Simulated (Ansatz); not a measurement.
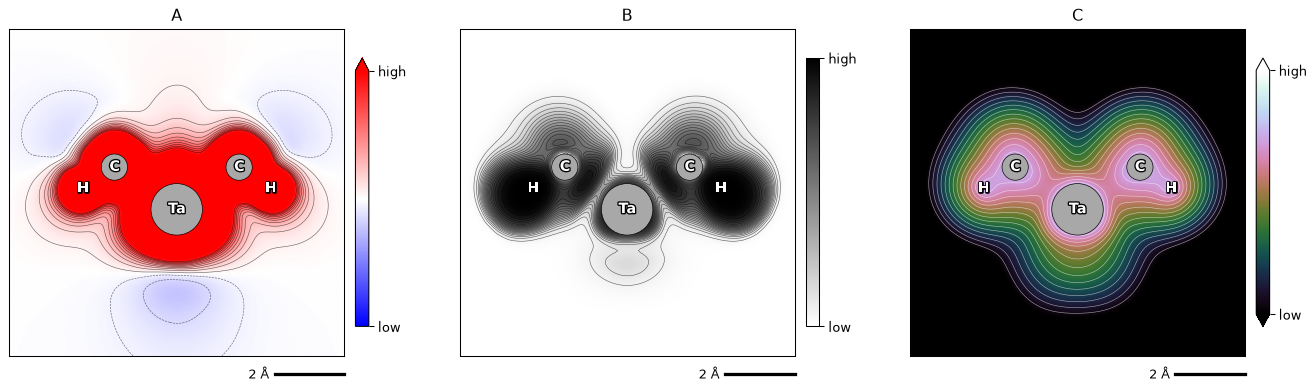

C₃H₁₀NTa (SMILES [CH3][Ta]([CH3])([CH3])=[NH]): 3 fields on the plane of atoms C1, Ta2 and C3, with unlabelled colour scales. Grey discs cover the atomic cores.

Geometry: PBE0-D4/def2-TZVP; core potentials replace the inner electrons of Ta.

Level of theory: Ansatz 0.2.0, RKS PBE0-D4/def2-TZVPP.

Question: Match the panels to the quantities (electron density, electron localisation function and electrostatic potential).

Answer: Panel A: electrostatic potential (strongly positive close to the atoms, with negative regions outside electron-rich atoms). Panel B: electron localisation function. Panel C: electron density. From the grid: C–Ta (2.16 Å): the density is about 0.8 e/Å³ at the midpoint; the ELF peaks at about 0.95 in the valence shell of C, 0.7 Å from its nucleus, and is about 0.50 at the midpoint. C–H (1.10 Å): ρ is about 1.9 e/Å³ halfway; the ELF climbs to about 1 towards the hydrogen, as it does in any bond to H (an ordinary covalent bond to hydrogen).
